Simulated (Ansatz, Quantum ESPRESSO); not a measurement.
# HfPbO3 (Pm-3m): third-order response

Wanted: vibrational spectra of HfPbO3 (Pm-3m) from linear and non-linear response.

Program: Quantum ESPRESSO 8.0 development, patched. Level of theory: DFT LDA, scalar-relativistic, plane waves, PseudoDojo norm-conserving pseudopotentials. Results are calculated unless marked as measured.

### Step 1. The structure

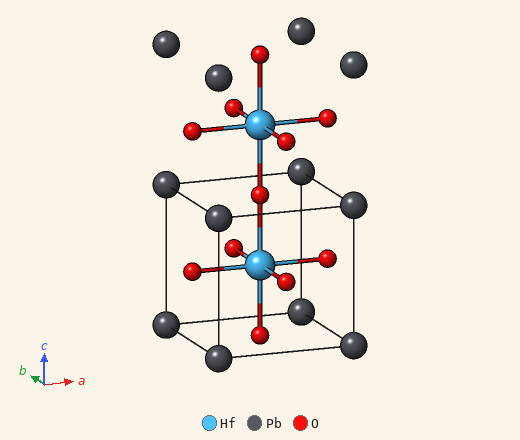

The cell as given, slightly off an axis (hafnium blue, lead dark grey, oxygen red). 1×1×2 cells are drawn. Some periodic images of atoms are drawn too.

Structure file:

```cif
data_structure
_symmetry_space_group_name_H-M 'Pm-3m'
_symmetry_Int_Tables_number 221
_cell_length_a 4.1555
_cell_length_b 4.1555
_cell_length_c 4.1555
_cell_angle_alpha 90.000
_cell_angle_beta 90.000
_cell_angle_gamma 90.000
_cell_volume 71.76
loop_
_atom_site_label
_atom_site_type_symbol
_atom_site_symmetry_multiplicity
_atom_site_Wyckoff_symbol
_atom_site_fract_x
_atom_site_fract_y
_atom_site_fract_z
_atom_site_occupancy
Hf1 Hf 1 b 0.50000 0.50000 0.50000 1
Pb1 Pb 1 a 0.00000 0.00000 0.00000 1
O1 O 3 c 0.00000 0.50000 0.50000 1
```

### Step 2. A probe with smearing

Before anything dear is run, a loose run with smearing shows whether this is a metal and how far the cell is from rest.

probe.in reads:

```
&CONTROL
  calculation = 'scf'
  prefix      = 'x'
  outdir      = './tmp'
  pseudo_dir  = './pseudo'
  tprnfor     = .true.
  tstress     = .true.
  verbosity   = 'high'
/
&SYSTEM
  ibrav       = 1
  celldm(1)   = 7.85272101
  nat         = 5
  ntyp        = 3
  ecutwfc     = 84.0
  occupations = 'smearing'
  smearing    = 'gaussian'
  degauss     = 0.01
/
&ELECTRONS
  conv_thr         = 1.0d-07
  mixing_beta      = 0.7
  electron_maxstep = 100
/
ATOMIC_SPECIES
 Hf    178.4900  Hf.upf
 Pb    207.2000  Pb.upf
 O      15.9990  O.upf
ATOMIC_POSITIONS crystal
 Hf     0.500000000   0.500000000   0.500000000
 Pb     0.000000000   0.000000000   0.000000000
 O      0.000000000   0.500000000   0.500000000
 O      0.500000000   0.000000000   0.500000000
 O      0.500000000   0.500000000   0.000000000
K_POINTS automatic
 4 4 4 0 0 0
```

Run with:

```console
$ OMP_NUM_THREADS=1 mpirun -n 16 pw.x -nk 8 -in probe.in > probe.out
```

The program printed:

```text
[banners, grids, parts of the stress and lines that vanish by symmetry left out]
Program PWSCF v.8.0dev
     Parallelization info
     --------------------
[...]
kinetic-energy cutoff     =      84.0000  Ry
     charge density cutoff     =     336.0000  Ry
     scf convergence threshold =      1.0E-07
[...]
Exchange-correlation= SLA-PW-NOGX-NOGC
                           (   1   4   0   0   0   0   0)
[...]
48 Sym. Ops., with inversion, found
[...]
(     0          1          0      )
                  (     0          0          1      )
[...]
(  0.0000000  1.0000000  0.0000000 )
                  (  0.0000000  0.0000000  1.0000000 )
[...]
(     0         -1          0      )
                  (     0          0          1      )
[...]
( -1.0000000  0.0000000  0.0000000 )
                  (  0.0000000  1.0000000  0.0000000 )
[...]
number of k points=    10  Gaussian smearing, width (Ry)=  0.0100
[...]
End of self-consistent calculation
[...]
the Fermi energy is    10.8674 ev
!    total energy              =    -352.93668258 Ry
[...]
convergence has been achieved in  10 iterations
[...]
atom    1 type  1   force =     0.00000000    0.00000000    0.00000000
     atom    2 type  2   force =     0.00000000    0.00000000    0.00000000
     atom    3 type  3   force =     0.00000000    0.00000000    0.00000000
     atom    4 type  3   force =     0.00000000    0.00000000    0.00000000
     atom    5 type  3   force =     0.00000000    0.00000000    0.00000000
[...]
Total force =     0.000000     Total SCF correction =     0.000000
[...]
total   stress  (Ry/bohr**3)                   (kbar)     P=     -113.24
[...]
XML data file, charge density, pseudopotentials, collected wavefunctions

   JOB DONE.
```

Wall time 6.9 s (16 MPI ranks of Arm Neoverse N1, shared host).

Numbers from this step:

```yaml
volume_per_atom: 14.35 Å³
pressure: -11.32 GPa
gap_on_the_k_mesh: 2.303 eV
```

A gap of 2.3 eV opens on this mesh, so the crystal is taken as an insulator; the start stands at -11 GPa.

### Step 3. Relaxation

Frequencies change by per cents with a per cent of volume, so the structure is first brought to rest at this level of theory.

relax.in reads:

```
&CONTROL
  calculation   = 'vc-relax'
  prefix        = 'x'
  outdir        = './tmp'
  pseudo_dir    = './pseudo'
  tprnfor       = .true.
  tstress       = .true.
  forc_conv_thr = 2.0d-05
  etot_conv_thr = 1.0d-07
  nstep         = 40
/
&SYSTEM
  ibrav       = 1
  celldm(1)   = 7.85272101
  nat         = 5
  ntyp        = 3
  ecutwfc     = 84.0
  occupations = 'fixed'
  nbnd        = 24
/
&ELECTRONS
  conv_thr         = 1.0d-11
  mixing_beta      = 0.7
  electron_maxstep = 100
/
&IONS
/
&CELL
  press_conv_thr = 0.2
/
ATOMIC_SPECIES
 Hf    178.4900  Hf.upf
 Pb    207.2000  Pb.upf
 O      15.9990  O.upf
ATOMIC_POSITIONS crystal
 Hf     0.500000000   0.500000000   0.500000000
 Pb     0.000000000   0.000000000   0.000000000
 O      0.000000000   0.500000000   0.500000000
 O      0.500000000   0.000000000   0.500000000
 O      0.500000000   0.500000000   0.000000000
K_POINTS automatic
 8 8 8 0 0 0
```

Run with:

```console
$ OMP_NUM_THREADS=1 mpirun -n 16 pw.x -nk 16 -in relax.in > relax.out
```

The program printed:

```text
[banners, grids, parts of the stress and lines that vanish by symmetry left out]
[banner, memory and clock lines left out]
Program PWSCF v.8.0dev

[...]
kinetic-energy cutoff     =      84.0000  Ry
     charge density cutoff     =     336.0000  Ry
     scf convergence threshold =      1.0E-11
[...]
energy convergence thresh.=      1.0E-07
     force convergence thresh. =      2.0E-05
     press convergence thresh. =      2.0E-01
     Exchange-correlation= SLA-PW-NOGX-NOGC
                           (   1   4   0   0   0   0   0)
[...]
48 Sym. Ops., with inversion, found
[...]
number of k points=    35
[...]
c_bands: 1 eigenvalues not converged on the other pools
[...]
End of self-consistent calculation
[...]
highest occupied, lowest unoccupied level (ev):     9.3400   11.6491
!    total energy              =    -352.93769774 Ry
[...]
convergence has been achieved in  15 iterations
[...]
atom    1 type  1   force =     0.00000000    0.00000000    0.00000000
     atom    2 type  2   force =     0.00000000    0.00000000    0.00000000
     atom    3 type  3   force =     0.00000000    0.00000000    0.00000000
     atom    4 type  3   force =     0.00000000    0.00000000    0.00000000
     atom    5 type  3   force =     0.00000000    0.00000000    0.00000000
     Total force =     0.000000     Total SCF correction =     0.000000
[...]
total   stress  (Ry/bohr**3)                   (kbar)     P=     -113.66
[...]
number of bfgs steps    =   0
[...]
CELL_PARAMETERS (alat=  7.85272101)
[...]
ATOMIC_POSITIONS (crystal)
Hf               0.5000000000        0.5000000000        0.5000000000
Pb               0.0000000000        0.0000000000        0.0000000000
O                0.0000000000        0.5000000000        0.5000000000
O                0.5000000000        0.0000000000        0.5000000000
[...]
New effective cutoffs (rho, wfc):  348.81   87.34
[...]
End of self-consistent calculation
[...]
highest occupied, lowest unoccupied level (ev):    10.2582   12.6654
!    total energy              =    -352.95040484 Ry
[...]
convergence has been achieved in  10 iterations
[...]
atom    1 type  1   force =     0.00000000    0.00000000    0.00000000
     atom    2 type  2   force =     0.00000000    0.00000000    0.00000000
     atom    3 type  3   force =     0.00000000    0.00000000    0.00000000
     atom    4 type  3   force =     0.00000000    0.00000000    0.00000000
     atom    5 type  3   force =     0.00000000    0.00000000    0.00000000
     Total force =     0.000000     Total SCF correction =     0.000000
[...]
total   stress  (Ry/bohr**3)                   (kbar)     P=      -16.92
[...]
number of bfgs steps    =   1
[...]
CELL_PARAMETERS (alat=  7.85272101)
[...]
ATOMIC_POSITIONS (crystal)
[...]
New effective cutoffs (rho, wfc):  351.12   87.92
[...]
End of self-consistent calculation
[...]
highest occupied, lowest unoccupied level (ev):    10.4331   12.8429
!    total energy              =    -352.95063380 Ry
[...]
convergence has been achieved in  12 iterations
[...]
atom    1 type  1   force =     0.00000000    0.00000000    0.00000000
     atom    2 type  2   force =     0.00000000    0.00000000    0.00000000
     atom    3 type  3   force =     0.00000000    0.00000000    0.00000000
     atom    4 type  3   force =     0.00000000    0.00000000    0.00000000
[...]
Total force =     0.000000     Total SCF correction =     0.000000
[...]
total   stress  (Ry/bohr**3)                   (kbar)     P=        2.10
[...]
number of bfgs steps    =   2
[...]
CELL_PARAMETERS (alat=  7.85272101)
[...]
ATOMIC_POSITIONS (crystal)
[...]
New effective cutoffs (rho, wfc):  350.87   87.85
[...]
End of self-consistent calculation
[...]
highest occupied, lowest unoccupied level (ev):    10.4138   12.8233
!    total energy              =    -352.95063726 Ry
[...]
convergence has been achieved in   9 iterations
[...]
Total force =     0.000000     Total SCF correction =     0.000000
[...]
total   stress  (Ry/bohr**3)                   (kbar)     P=       -0.03
[...]
number of bfgs steps    =   3
[...]
small trust_radius: resetting bfgs history
[...]
CELL_PARAMETERS (alat=  7.85272101)
[...]
ATOMIC_POSITIONS (crystal)
[...]
New effective cutoffs (rho, wfc):  350.87   87.85
[...]
End of self-consistent calculation
[...]
highest occupied, lowest unoccupied level (ev):    10.4140   12.8236
!    total energy              =    -352.95063726 Ry
[...]
convergence has been achieved in   4 iterations
[...]
atom    3 type  3   force =     0.00000000    0.00000000    0.00000000
     atom    4 type  3   force =     0.00000000    0.00000000    0.00000000
     atom    5 type  3   force =     0.00000000    0.00000000    0.00000000
     Total force =     0.000000     Total SCF correction =     0.000000
[...]
total   stress  (Ry/bohr**3)                   (kbar)     P=        0.00
[...]
bfgs converged in   5 scf cycles and   4 bfgs steps
[...]
End of BFGS Geometry Optimization
     Final enthalpy           =    -352.9506372582 Ry
     File ./tmp/x.bfgs deleted, as requested
[...]
CELL_PARAMETERS (alat=  7.85272101)
[...]
ATOMIC_POSITIONS (crystal)
[...]
O                0.5000000000        0.0000000000        0.5000000000
O                0.5000000000        0.5000000000        0.0000000000
[...]
Final scf calculation at the relaxed structure.
[...]
kinetic-energy cutoff     =      84.0000  Ry
     charge density cutoff     =     336.0000  Ry
     scf convergence threshold =      1.0E-13
[...]
press convergence thresh. =      2.0E-01
     Exchange-correlation= SLA-PW-NOGX-NOGC
                           (   1   4   0   0   0   0   0)
[...]
48 Sym. Ops., with inversion, found
[...]
number of k points=    35
[...]
End of self-consistent calculation
[...]
highest occupied, lowest unoccupied level (ev):    10.4140   12.8236
!    total energy              =    -352.95059008 Ry
[...]
convergence has been achieved in  33 iterations
[...]
atom    1 type  1   force =     0.00000000    0.00000000    0.00000000
     atom    2 type  2   force =     0.00000000    0.00000000    0.00000000
     atom    3 type  3   force =     0.00000000    0.00000000    0.00000000
     atom    4 type  3   force =     0.00000000    0.00000000    0.00000000
     atom    5 type  3   force =     0.00000000    0.00000000    0.00000000
     Total force =     0.000000     Total SCF correction =     0.000000
[...]
total   stress  (Ry/bohr**3)                   (kbar)     P=       -0.28
[...]
XML data file, charge density, pseudopotentials, collected wavefunctions
```

Wall time 2.2 min (16 MPI ranks); 35 min of CPU time.

Step by step:

```csv
step,energy less that of the first step (eV),largest force (eV/Å),pressure (GPa),volume (Å³)
1,0.0000,0.0000,-11.37,71.76
2,-0.1729,0.0000,-1.69,67.68
3,-0.1760,0.0000,0.21,67.01
4,-0.1761,0.0000,0.00,67.09
5,-0.1761,0.0000,0.00,67.08
6,-0.1754,0.0000,-0.03,67.08
```

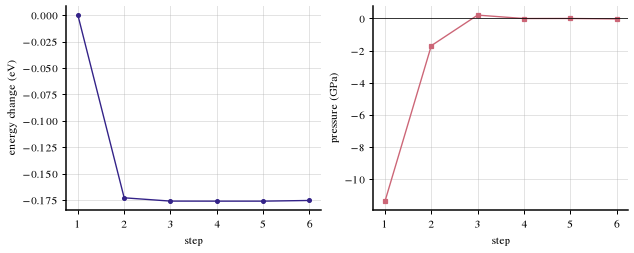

Energy and pressure along the relaxation.

```csv
"conventional cell, symmetrised",before,after,change
a (Å),4.155,4.063,-2.2 %
b (Å),4.155,4.063,-2.2 %
c (Å),4.155,4.063,-2.2 %
volume (Å³/atom),14.35,13.42,-6.5 %
```

Final coordinates:

```
CELL_PARAMETERS angstrom
4.06325 0.00000 0.00000
0.00000 4.06325 0.00000
0.00000 0.00000 4.06325
ATOMIC_POSITIONS crystal
Hf 0.50000 0.50000 0.50000
Pb 0.00000 0.00000 0.00000
O 0.00000 0.50000 0.50000
O 0.50000 0.00000 0.50000
O 0.50000 0.50000 0.00000
```

The last row of the table of steps is pw.x's closing run on a basis chosen anew for the final cell, so its energy can jump.

Read from the output:

```yaml
volume_per_atom: 13.42 Å³
pressure: -0.02800 GPa
gap_on_the_k_mesh: 2.410 eV
```

The volume changes by -6.5 % from the cell with which this run began.

### Step 4. Ground state

Perturbation theory inherits every error of the wavefunctions, so the threshold is set near the limit of the arithmetic. With a gap, occupations are fixed, which also allows the response to an electric field.

scf.in reads:

```
&CONTROL
  calculation = 'scf'
  prefix      = 'x'
  outdir      = './tmp'
  pseudo_dir  = './pseudo'
  tprnfor     = .true.
  tstress     = .true.
/
&SYSTEM
  ibrav       = 1
  celldm(1)   = 7.67842993
  nat         = 5
  ntyp        = 3
  ecutwfc     = 84.0
  occupations = 'fixed'
  nbnd        = 24
/
&ELECTRONS
  conv_thr         = 1.0d-12
  mixing_beta      = 0.7
  electron_maxstep = 100
/
ATOMIC_SPECIES
 Hf    178.4900  Hf.upf
 Pb    207.2000  Pb.upf
 O      15.9990  O.upf
ATOMIC_POSITIONS crystal
 Hf     0.500000000   0.500000000   0.500000000
 Pb     0.000000000   0.000000000   0.000000000
 O      0.000000000   0.500000000   0.500000000
 O      0.500000000   0.000000000   0.500000000
 O      0.500000000   0.500000000   0.000000000
K_POINTS automatic
 8 8 8 0 0 0
```

Run with:

```console
$ OMP_NUM_THREADS=1 mpirun -n 16 pw.x -nk 16 -in scf.in > scf.out
```

The program printed:

```text
[banners, grids, parts of the stress and lines that vanish by symmetry left out]
[banner, memory and clock lines left out]
Program PWSCF v.8.0dev

[...]
kinetic-energy cutoff     =      84.0000  Ry
     charge density cutoff     =     336.0000  Ry
     scf convergence threshold =      1.0E-12
[...]
Exchange-correlation= SLA-PW-NOGX-NOGC
                           (   1   4   0   0   0   0   0)
[...]
48 Sym. Ops., with inversion, found
[...]
number of k points=    35
[...]
c_bands: 1 eigenvalues not converged on the other pools
[...]
End of self-consistent calculation
[...]
highest occupied, lowest unoccupied level (ev):    10.4140   12.8236
!    total energy              =    -352.95059008 Ry
[...]
convergence has been achieved in  18 iterations
[...]
atom    1 type  1   force =     0.00000000    0.00000000    0.00000000
     atom    2 type  2   force =     0.00000000    0.00000000    0.00000000
     atom    3 type  3   force =     0.00000000    0.00000000    0.00000000
     atom    4 type  3   force =     0.00000000    0.00000000    0.00000000
     atom    5 type  3   force =     0.00000000    0.00000000    0.00000000
     Total force =     0.000000     Total SCF correction =     0.000000
[...]
total   stress  (Ry/bohr**3)                   (kbar)     P=       -0.27
[...]
XML data file, charge density, pseudopotentials, collected wavefunctions
```

Run time: 30 s. Hardware: 16 MPI ranks.

Read from the output:

```
pressure : -0.02700 GPa
```

The cell stands at -0.027 GPa, close enough for phonons.

[end of part 1 of 3]

[Host names and launcher messages were left out of these logs when they were recorded.]

[Logs are printed without paths, hosts, clocks, repeated set-up lines and the standing remarks that a program may print on its own settings, such as how far it seeks lower states.]

[Hosts, paths, dates, database ids (printed as entryN), source tags and the programs' standing remarks are cut or masked in the printed files.]
